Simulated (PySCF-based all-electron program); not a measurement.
```xyz
4
charge 0, multiplicity 1
W     0.0000    0.0000    0.0000
O     1.7100    0.0000    0.0000
O    -0.8550    1.4809    0.0000
O    -0.8550   -1.4809    0.0000
```

Geometry: a fixed input geometry, not necessarily a minimum.

What structure does this define?

Formula WO3. All atoms lie on one plane. Coordination: 1 W trigonal planar.

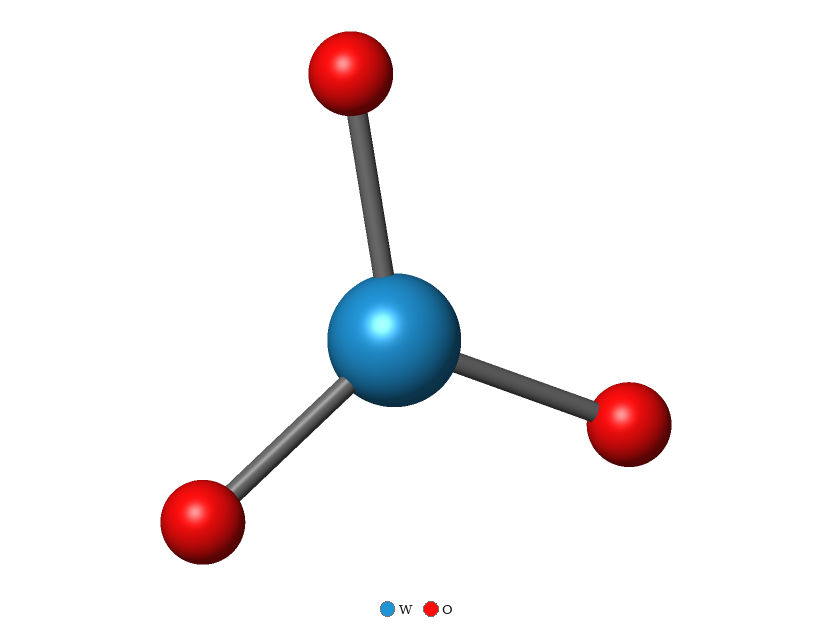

The picture comes from a calculation with PySCF-based all-electron program.
